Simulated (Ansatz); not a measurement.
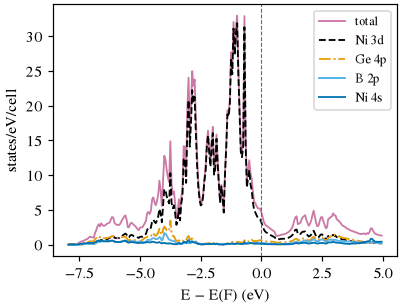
Figure: Total and projected density of states of Ni6Ge2B in space group P-62m (No. 189; Ni on 3f, Ni on 3g, Ge on 2c, B on 1b), r²SCAN in the plane-wave PAW code Ansatz

**Question.** Which orbitals carry the states next to the Fermi level?

**Answer.** Within 0.5 eV of the Fermi level: Ni 3d 75 %, Ge 4p 11 %. Projections are on Löwdin-orthogonalised atomic valence shells; empty p or d shells of many metals are not among them.

**Question.** Where is the tallest occupied peak in this window, and what makes it?

**Answer.** Near -1.0 eV, about 33 states/eV per cell; the largest projected share is Ni 3d.

The first step of the workflow began from a Materials Project structure, measured or hypothetical; the Crystallography Open Database copy checked does not list it. Its standing as an ambient phase is unchecked. The r²SCAN relaxation kept the symmetry of its start; its stability against distortions is not shown here. The run is not spin-polarised. Spin–orbit coupling is left out wherever it is not named.

Potentials: the earlier of the program's two PAW sets.
